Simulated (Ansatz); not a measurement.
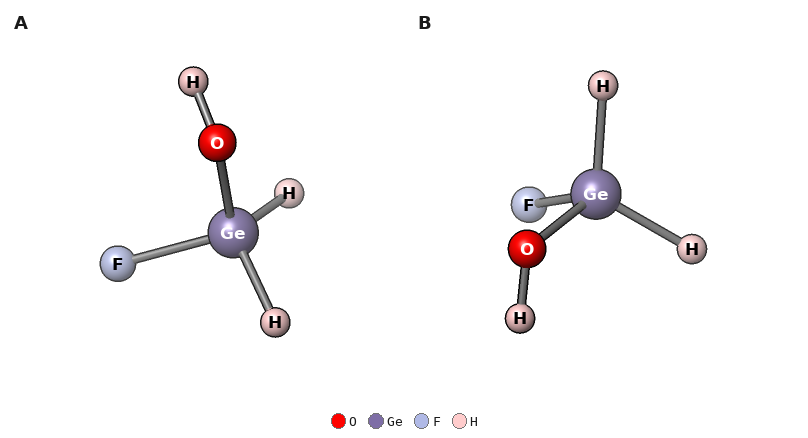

Depth is shown by fading: the farther an atom, the more it takes the colour of the background. Computed geometry: PBE0-D4/def2-TZVP optimisation.

Q: Can A be turned into B by a rotation alone?

A: No. They are mirror images that no rotation superimposes: the geometry of FGeH3O is chiral (C1). Their energies are equal.
